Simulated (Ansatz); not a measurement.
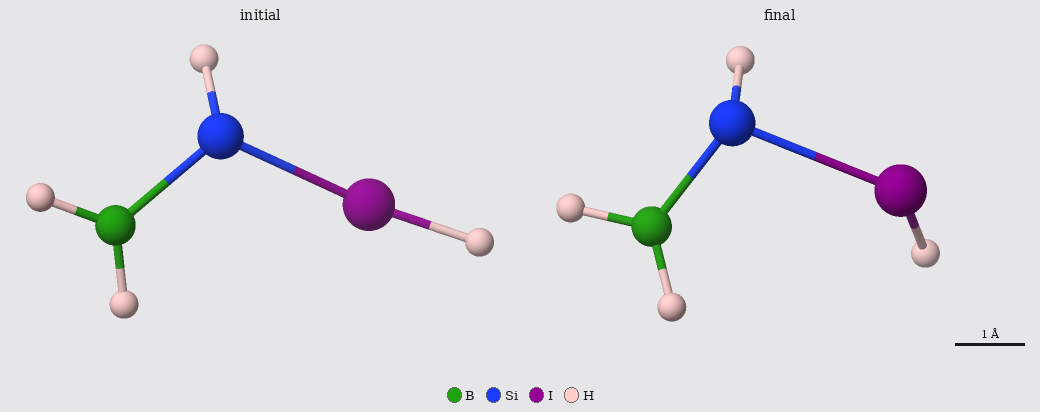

The structure of BSiH4I before (left) and after (right) a relaxation, at one scale.

The picture is a ball-and-stick view, seen face on.

It is one of the separated reactants of a reaction.

The calculation used Ansatz, RKS PBE-D4/def2-SVP.

Input
```yaml
crystal:
  periodic: [false, false, false]
  atoms:
    - {symbol: B, position_ang: [-1.072866, 0.043283, -0.667555]}
    - {symbol: Si, position_ang: [0.647580, 0.145527, 0.359703]}
    - {symbol: I, position_ang: [1.346079, -1.997773, 1.321200]}
    - {symbol: H, position_ang: [-1.702057, -0.961440, -0.795808]}
    - {symbol: H, position_ang: [-1.483680, 1.046295, -1.174813]}
    - {symbol: H, position_ang: [1.824169, -3.262872, 2.351226]}
    - {symbol: H, position_ang: [1.748603, 0.611835, -0.526364]}
basis:
  gaussian: {orbitals: def2-SVP}
hamiltonian: {xc: pbe, dispersion: d4}
relax: {f_tol: 0.03, max_steps: 250}
```

Run as
```bash
ansatz run in.yaml --threads 2 --pin off --events-out ev --progress --plain --max-ram 4352MiB
```

**Describe what moved and what it gained.**

The energy falls by 37.9 kcal/mol in 14 accepted moves (15 points after the start). Largest force component: 2.6 eV/Å at the start, 0.027 eV/Å at the end. The line search rejected the trial step at point 11 of the run. The largest move after the best rigid fit is that of H6, 1.26 Å. Largest moves by element: H 1.26 Å, I 0.75 Å, Si 0.33 Å, B 0.26 Å. Among the contacts that change: Si2–I3 2.451 → 2.644 Å, B1–Si2 2.006 → 1.949 Å, Si2–H7 1.488 → 1.520 Å, B1–H4 1.192 → 1.219 Å. Bond angles that change, for instance: Si2–I3–H6 165.6° → 116.2°, I3–Si2–H7 107.3° → 96.3°, B1–Si2–I3 113.6° → 105.1°.
